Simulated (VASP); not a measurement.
Band structure of Yb (fcc). These are AM05 GGA, VASP's PBE PAW potentials (set 64) (plane waves; VASP 6.6.1) values and carry that method's errors.

The 4f electrons are frozen in the core of the lanthanide potential, so 4f levels, which can set the real gap, and their magnetism are missing.

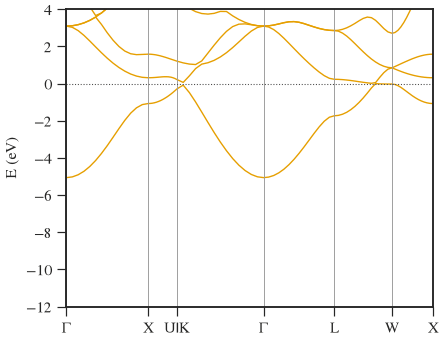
Figure. Bands along high-symmetry lines, zero at the valence-band maximum or, without a gap, the Fermi level

Read the plot: is there a gap, and where are the band edges?

The gap is indirect, 0.02 eV, from the valence maximum at L-W at 0.71 to the conduction minimum at L-W at 0.64. (Edges off the drawn lines would not show.)

The compound is Yb in the fcc structure. It was relaxed first, which changed the volume by -8 %.
